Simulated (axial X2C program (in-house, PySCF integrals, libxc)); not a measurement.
## Run report: SeSc⁺, relativistic diatomic calculation

- system: SeSc⁺, single determinant with M_S = 0 and |Λ| = 0.
- method: PBE0, spin-free X2C-1e, Se dyall-cv3z, Sc dyall-cv3z (cores contracted) (axial X2C program (in-house, PySCF integrals, libxc))

### The input
```
{"zs": [34, 21], "q": 1, "bas": ["dyall-cv3z", "dyall-cv3z"], "levels": ["PBE0", "HF", "LDA"], "cc": true, "r0": 2.23, "thr": -1.0, "nmax": 90, "npts": 10, "nst": 2, "ntry": 6}
```

The line is the task of a batch: nuclear charges, charge, bases, the levels to run, a first guess of the distance and further settings. This report covers PBE0 without spin-orbit coupling. The log is that of the reference distance 2.21 Å.

Hardware: 1 thread of Arm Neoverse V1, 24 GiB of memory available, shared host.

The run was one of a batch that the task file lists, launched with:
```bash
python <driver script> task.json out
```

### Log
```
spin-free X2C-1e  PBE0
basis functions 233  fitting functions 1275  grid points 5799
iter        total energy     max residual
   1      -3192.093579817     3.65e+00
   2      -3193.471327188     2.42e-01
   3      -3193.536237660     4.57e-02
   4      -3193.538906836     4.06e-02
   5      -3193.539664151     1.82e-02
   6      -3193.540755463     6.51e-03
   7      -3193.540818711     3.97e-03
   8      -3193.540839305     1.63e-04
   9      -3193.540839505     9.95e-05
  10      -3193.540839619     2.12e-05
  11      -3193.540839632     1.67e-05
  12      -3193.540839634     5.11e-06
converged
one-electron -4757.79395835  Coulomb 1520.64585873  exact exchange -31.26130976  xc functional -96.09637531  nuclear repulsion 170.96494507
```

### The points of the curve

```tsv
R (Å)	E (hartree)	dipole (D; origin at the first atom, positive when the second is positive)	highest filled (eV)	lowest empty (eV)
1.923	−3193.490186	12.09	−12.34	−7.82
2.011	−3193.519735	12.80	−12.41	−7.88
2.077	−3193.532529	13.29	−12.34	−7.92
2.144	−3193.539120	13.77	−12.14	−7.97
2.210	−3193.540840	14.21	−11.96	−8.02
2.287	−3193.538123	14.71	−11.76	−8.07
2.365	−3193.531621	15.18	−11.58	−8.13
2.464	−3193.519409	15.75	−11.38	−8.19
2.586	−3193.500896	16.40	−11.17	−8.26
2.763	−3193.470880	17.27	−10.91	−8.35
```

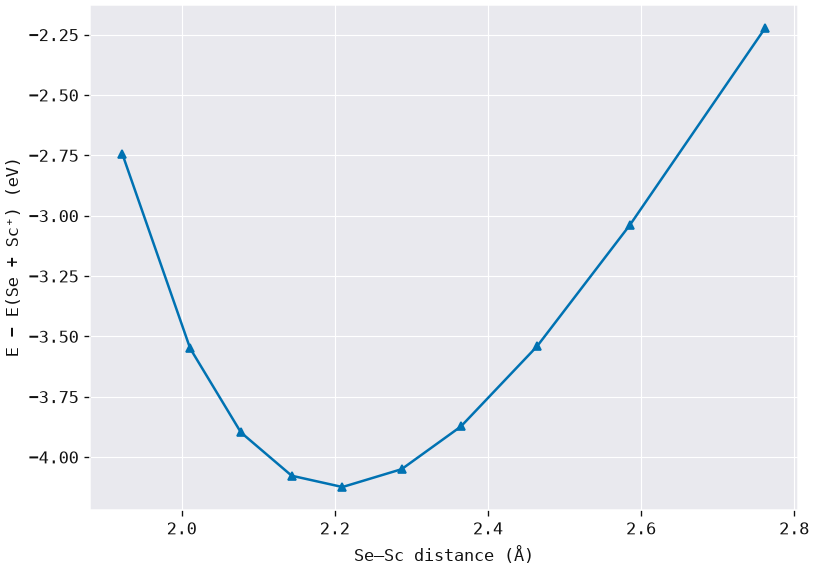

Figure 1. Energy at 10 bond lengths, for one set of occupations held fixed; the line joins the points. A polynomial of degree 6 through 9 points gives rₑ = 2.204 Å, ωₑ = 475.1 cm⁻¹, ωₑxₑ = 0.96 cm⁻¹ and Bₑ = 0.1206 cm⁻¹. The minimum lies 4.12 eV below Se + Sc⁺, each computed as one determinant at the same level.

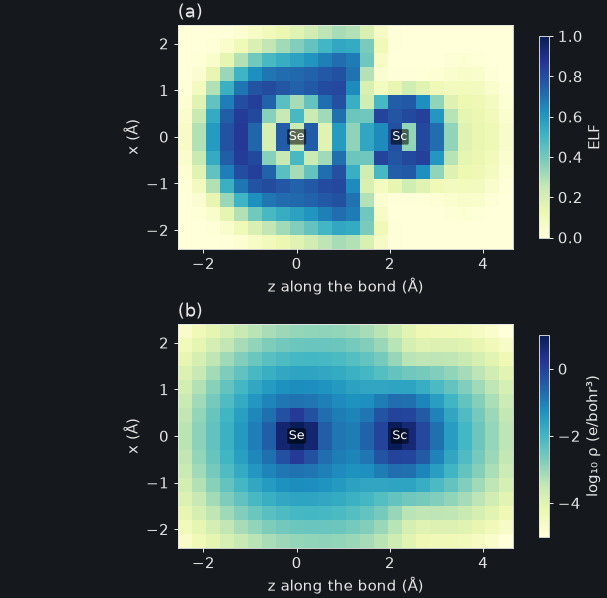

Figure 2. (a) electron localisation function; (b) electron density on a logarithmic scale, in a plane that holds the axis, at 2.21 Å, on points 0.3 Å apart (one half computed, the other mirrored); the structure near the nuclei is finer than these points.

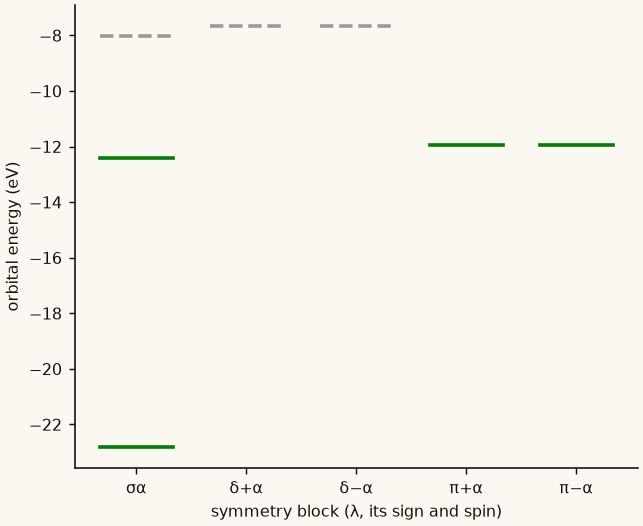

Figure 3. Orbital energies near the frontier at 2.21 Å, filled (solid) and empty (dashed); a label such as π−α means λ = −1 and α spin, and the β levels equal the α ones. The highest filled orbital (π+α; 57 % Se p, 32 % Sc d) lies at −11.96 eV, the lowest empty one (σα; 59 % Sc s, 32 % Sc d) at −8.02 eV.

### Results in brief

```tsv
quantity	value
outcome	converged
bond length rₑ	2.204 Å
ωₑ	475.1 cm⁻¹
energy at the minimum	−3193.54085 hartree
depth below the fragments	4.12 eV
wall time	11 s
peak memory	0.61 GiB
```
